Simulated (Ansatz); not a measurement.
Partial pair distribution functions of a relaxed model of amorphous Zr20O43La2, broadened by 0.06 Å; density 5.42 g/cm³. Level of theory: PBE, scalar-relativistic without spin-orbit coupling (plane waves to 420 eV, PAW; Ansatz, a quantum-chemistry and plane-wave program).

Preparation: random packing, a CHGNet melt and quench, and a DFT relaxation. O atoms were pushed apart under 1.9 Å during the dynamics, to hinder bonds among them. The hot cell started wider than the set density and was brought back towards it in steps. It is the lowest in DFT energy of 2 quenches. It is a model cell: composition and starting density were chosen by hand, and all elements were melted together. No dispersion term was used. Its density started from a set value of 5.43 and ended at 5.42 g/cm³. Cooling (nominally 300 K/ps over its main leg) ran many orders faster than in experiment, which tends to leave more defects and strain. One small periodic cell is one sample of the glass; other quenches scatter about these values. Volume and shape were free in the relaxation.

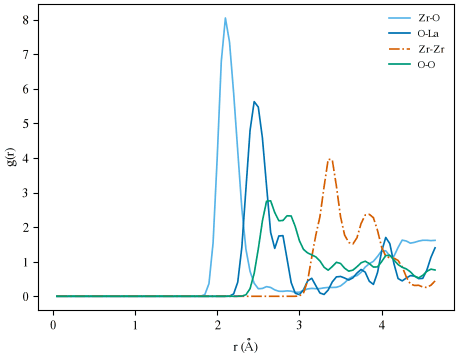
Fig. 1. Partial pair distribution functions

Highest peaks under 4.5 Å: Zr-O near 2.10 Å, O-La near 2.45 Å, Zr-Zr near 3.35 Å, O-O near 2.65 Å; pairs of few atoms are noisy.

Within 2.76 Å each Zr has 6.55 O neighbours on average.
